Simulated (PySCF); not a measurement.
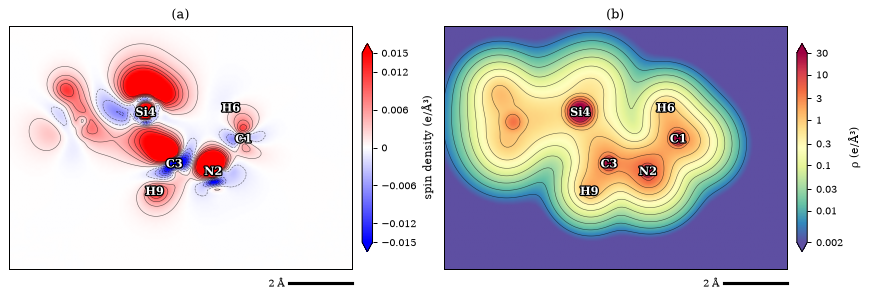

Figure 1: C₂H₇NPSi (SMILES C/N=C\[SiH]P) (doublet). (a) spin density (α minus β); (b) electron density on the plane of atoms N2, C3 and Si4.

Geometry: GFN2-xTB.

All numbers below come from PySCF, UKS B3LYP, pcH-1 on C H N P Si, non-relativistic, mean-field spin-orbit, GIAO.

```xyz
12

C    -2.2672   -0.3634    0.1446
N    -1.2034   -1.2537    0.4529
C     0.0065   -0.9107    0.3592
Si    0.7722    0.7260   -0.1959
P     2.9246    0.7932    0.3632
H    -1.9383    0.5163   -0.4257
H    -3.0157   -0.9164   -0.4245
H    -2.7343   -0.0371    1.0759
H     0.7250   -1.6972    0.5833
H     0.1413    1.9489    0.3272
H     3.3191    1.5727   -0.7087
H     3.2714   -0.3794   -0.2833
```

Question: Describe what can be read from this map.

Answer: The plane passes through C, N, Si and H nuclei. C–N (1.26 Å): the density is about 2.7 e/Å³ at the midpoint. C–Si (1.89 Å): the density is about 0.93 e/Å³ at the midpoint. C–H (1.09 Å): ρ is about 1.9 e/Å³ halfway. C–N (1.42 Å): the density is about 2 e/Å³ at the midpoint. The unpaired spin (1 electron) lies mostly on Si4 (about 0.7), N2 (about 0.1) and P5 (about 0.1), in electrons by Hirshfeld's partition.
